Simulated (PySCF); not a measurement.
**C₇H₁₃OP: density, localisation and related maps**

```xyz
22

C     2.3792   -1.5229    0.4536
C     2.0705   -0.0734    0.6835
O     2.5141    0.5783    1.5929
P     0.9631    0.6910   -0.6168
C     0.8651    2.3842    0.1042
C    -0.6301    0.0244    0.1044
C    -1.9043    0.6619   -0.4825
C    -2.4942   -0.7411   -0.6758
C    -1.1129   -1.3494   -0.3952
H     3.0433   -1.5868   -0.4082
H     1.4690   -2.0674    0.2128
H     2.8696   -1.9588    1.3211
H     1.7735    2.9248   -0.1562
H     0.0092    2.9047   -0.3217
H     0.7791    2.3321    1.1887
H    -0.5966    0.0900    1.1957
H    -2.4527    1.3310    0.1774
H    -1.7189    1.1684   -1.4293
H    -3.2291   -0.9983    0.0844
H    -2.9137   -0.9480   -1.6577
H    -0.6060   -1.6645   -1.3066
H    -1.0874   -2.1609    0.3304
```

Geometry: GFN2-xTB.

Level of theory: PBE0/pcSseg-1, SCF density, gas phase, non-relativistic in PySCF.

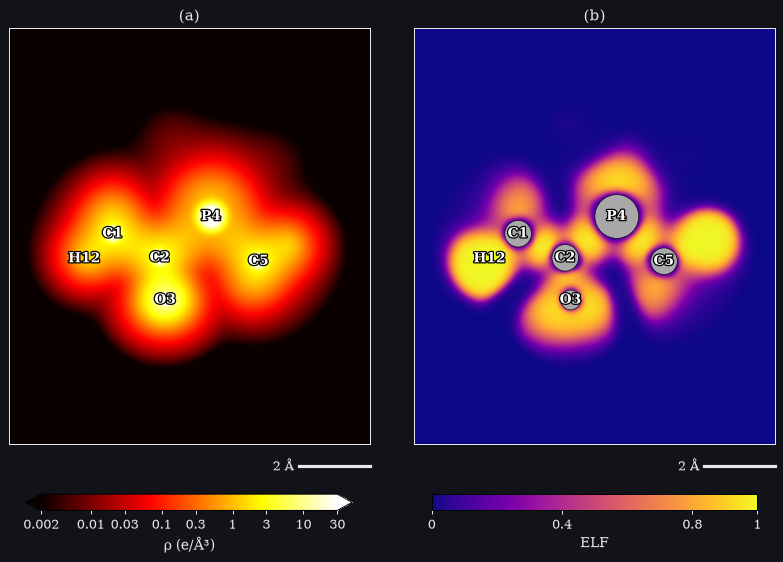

Figure 1. (a) total electron density; (b) electron localisation function on the plane of atoms C1, C2 and O3. Grey discs cover the atomic cores in the ELF map.

**What do the fields say about this system?**

Atoms in the plane: C, O, P and H.
C–O (1.20 Å): ρ at the midpoint is about 3.3 e/Å³; the ELF peaks at about 0.85 between the atoms: a short, multiple covalent bond.
C–C (1.50 Å): ρ at the midpoint is about 1.7 e/Å³; the ELF peaks at about 0.95 between the atoms, as expected for localised, covalent bonding.
C–P (1.84 Å): the density is about 1.1 e/Å³ at the midpoint; the ELF peaks at about 0.95 between the atoms (a covalent bond).
C–H (1.09 Å): the density is about 2 e/Å³ at the midpoint; the ELF climbs to about 1 towards the hydrogen, as it does in any bond to H (an ordinary covalent bond to hydrogen).
The ELF also peaks beside O3 and P4, away from the bonds: lone-pair regions.

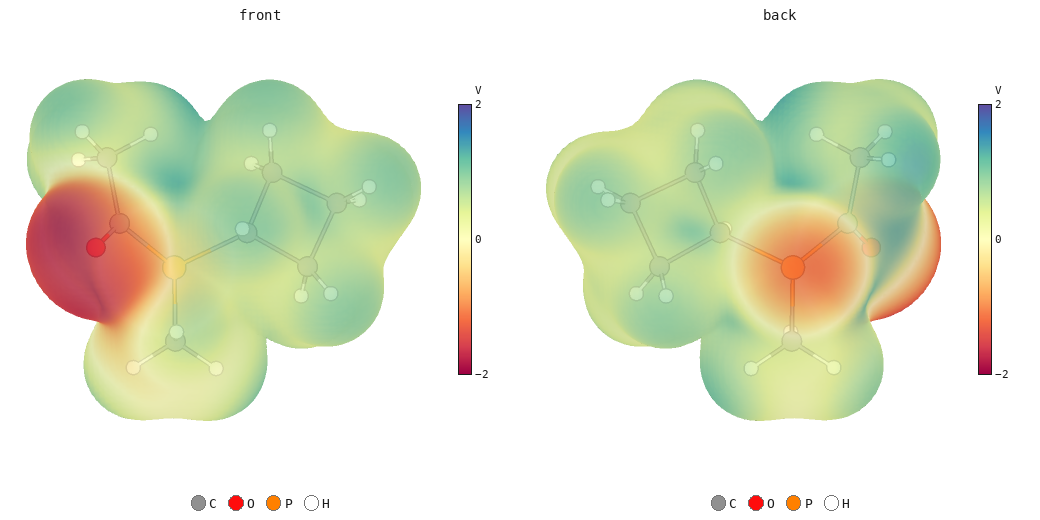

Figure 2. The electrostatic potential painted on the density surface at 0.004 e/bohr³, seen from the front and from behind; red is negative and blue positive.

**Where is the surface potential most negative and most positive?**

The most negative region (about −1.8 V, or −42 kcal/mol for a unit charge) lies over O3, the most positive (about +1.3 V, or +30 kcal/mol for a unit charge) over H10 and H11. O3 is the likeliest acceptor of a hydrogen bond.
